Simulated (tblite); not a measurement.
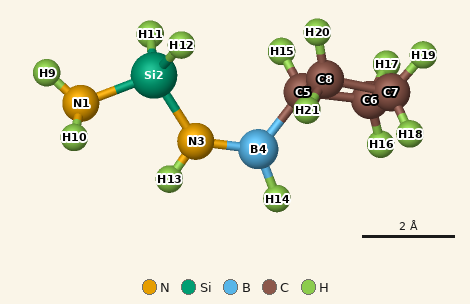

**Figure 1.** The structure (ball-and-stick view, seen at a tilt; atoms are numbered from 1 in the order of the input).

## Frequency calculation, with input and output: C4H13BN2Si

System: C4H13BN2Si, SMILES N[SiH2]NBC1CCC1.
Method: GFN2-xTB harmonic vibrations, gas phase (tblite 0.8.0).

It belongs to a series of runs on one base structure; here: H on B replaced by cBu.

**Input file**
```
{"job": {"kind": "ir", "xc": "GFN2-xTB", "basis": "xTB"}, "charge": 0, "multiplicity": 1}
N      3.928357     0.214903     0.043976
Si     2.359639     0.030530     0.739570
N      1.387300    -0.433913    -0.629729
B      0.016929    -0.675059    -0.724878
C     -0.897896    -0.471274     0.552531
C     -2.374034    -0.922713     0.476396
C     -2.834287     0.538709     0.560240
C     -1.381252     0.990958     0.753487
H      4.702197     0.348464     0.672685
H      4.036043     0.825928    -0.750612
H      2.487165    -1.055836     1.712693
H      1.783880     1.240206     1.343645
H      1.927909    -0.573946    -1.471292
H     -0.436383    -0.990518    -1.763866
H     -0.396864    -0.847250     1.447505
H     -2.644843    -1.433205    -0.446294
H     -2.695314    -1.534522     1.318328
H     -3.286303     0.907966    -0.358587
H     -3.501219     0.766141     1.390916
H     -1.170151     1.394162     1.742371
H     -1.019791     1.697213     0.007503
```

The first line tells a small driver script what to run in tblite; the rest is the geometry in Å.

Command:
```bash
OMP_NUM_THREADS=1 python <driver script> task.json out
```

**The program's output**
```
mode    cm-1     km/mol
  1     -35.3      0.01
  2      32.4      0.13
  3      47.7      0.68
  4      99.6      0.52
  5     161.2      1.30
  6     192.9      1.63
  7     228.9     14.45
  8     269.0      0.73
  9     303.0      2.94
 10     470.9      4.58
 11     531.8     51.05
 12     565.2    133.52
 13     572.8    173.03
 14     619.5     18.49
 15     725.6     59.13
 16     730.4    148.98
 17     751.4     22.91
 18     776.5     81.57
 19     787.4     27.11
 20     797.3    122.92
 21     821.5      6.73
 22     841.1    179.94
 23     868.2     76.74
 24     895.3    219.84
 25    1006.2      0.97
 26    1014.3      6.39
 27    1041.2     17.59
 28    1057.1     38.88
 29    1063.2      5.25
 30    1082.0      5.26
 31    1112.0      8.93
 32    1187.8      1.17
 33    1192.0      1.02
 34    1227.7      3.20
 35    1237.9     24.45
 36    1245.8      0.92
 37    1262.0      7.94
 38    1265.7      0.43
 39    1285.5     61.18
 40    1374.5    461.98
 41    1476.0      0.33
 42    1483.7      1.06
 43    1500.2      0.25
 44    1533.4     51.09
 45    2182.9    379.60
 46    2240.8    224.58
 47    2570.8    199.66
 48    2946.7     51.00
 49    2978.0     21.48
 50    2986.1      0.47
 51    2999.0     61.17
 52    3003.9     90.99
 53    3004.8     88.52
 54    3011.3     91.23
 55    3433.9      3.55
 56    3472.8      4.17
 57    3520.1      0.84
```

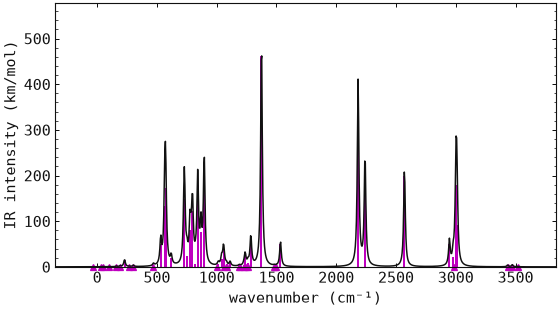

**Figure 2.** Harmonic infrared spectrum, unscaled: sticks (degenerate modes added up, dark ones marked on the axis) with a Lorentzian envelope of 16 cm⁻¹ full width, scaled to the tallest stick; imaginary modes are drawn at negative wavenumbers. 57 modes from 35i to 3520 cm⁻¹, 1 imaginary beyond 8i (35i cm⁻¹): not a clean minimum; so soft a mode can be a shallow saddle, an incomplete relaxation or noise of the force constants. The strongest line is at 1374 cm⁻¹ (462 km/mol).

**Results in brief**

| quantity | value |
| --- | --- |
| outcome | converged |
| total energy | −654.5724 eV |
| zero-point energy | 107.3450 kcal/mol |
| hardware | 1 CPU thread, shared host |
| wall time | 0.89 s |
| peak memory | 0.18 GiB |
